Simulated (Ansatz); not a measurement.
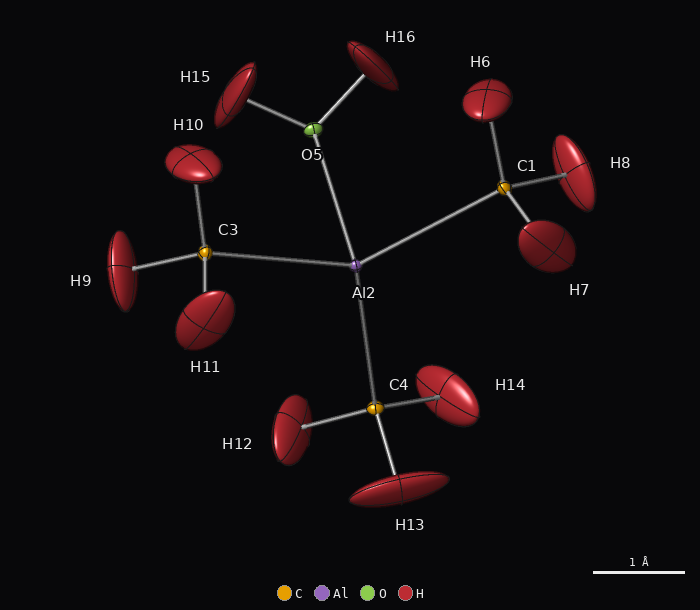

Displacement ellipsoids at the 50 % level, from the internal vibrations of the free molecule (harmonic, no overall translation or rotation; no half-axis is drawn under 0.075 Å). Vibrations computed with RKS PBE0-D4/def2-TZVP (Ansatz 0.2.0). Temperature: 100 K.

Question. Which atom has the largest mean-square displacement?

Answer. H15, H16, with U_eq = 0.0600 Å².

Question. Does H16 move more along its bond or across it?

Answer. Across it: the root-mean-square amplitude is 0.093 Å along the bond and up to 0.369 Å across, since bending and torsion are softer than stretching.

List U_eq and the three principal root-mean-square amplitudes for each kind of atom.

```
    atom  U_eq (Å²)   rms amplitudes (Å)
  C1, C3     0.0035  0.050, 0.061, 0.065
     Al2     0.0015  0.036, 0.038, 0.041
      C4     0.0034  0.049, 0.062, 0.063
      O5     0.0039  0.055, 0.062, 0.071
 H6, H10     0.0403  0.090, 0.175, 0.287
 H7, H11     0.0448  0.093, 0.175, 0.308
  H8, H9     0.0424  0.090, 0.175, 0.297
H12, H14     0.0516  0.090, 0.174, 0.341
     H13     0.0571  0.092, 0.173, 0.365
H15, H16     0.0595  0.086, 0.191, 0.367
```
